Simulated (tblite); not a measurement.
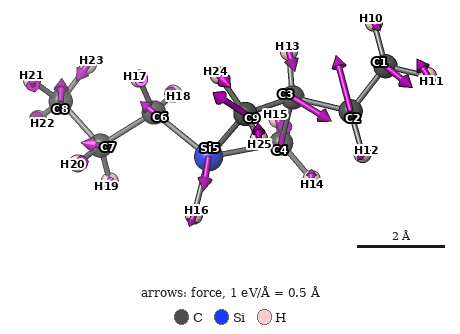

Starting geometry of C₈H₁₆Si with the computed forces as purple arrows. A ball-and-stick model, seen at a tilt.

Computed with tblite 0.8.0, GFN2-xTB geometry optimisation, gas phase. 

Is this structure relaxed? If not, where do the atoms go?

Answer. It isn't relaxed: the largest force vector, on C2, is 2.85 eV/Å. The final displacements have little in common with the starting forces (cosine between the two patterns 0.09). H18 moves most after the best rigid fit: 1.48 Å. By element the largest moves are H 1.48 Å, C 0.95 Å, Si 0.60 Å. Some distances before and after: Si5–C6 1.835 → 1.899 Å, C4–Si5 1.849 → 1.911 Å, Si5–C9 1.858 → 1.910 Å, C3–C9 1.508 → 1.550 Å. Bond angles that change, for instance: C1–C2–C3 114.7° → 125.0°, C3–C2–H12 122.5° → 114.5°, C6–Si5–C9 110.2° → 117.9°. Groups turn about Si5–C6 by about 55°, C7–C8 by about 35°. Over 182 geometry steps the energy falls by 1.072 eV.
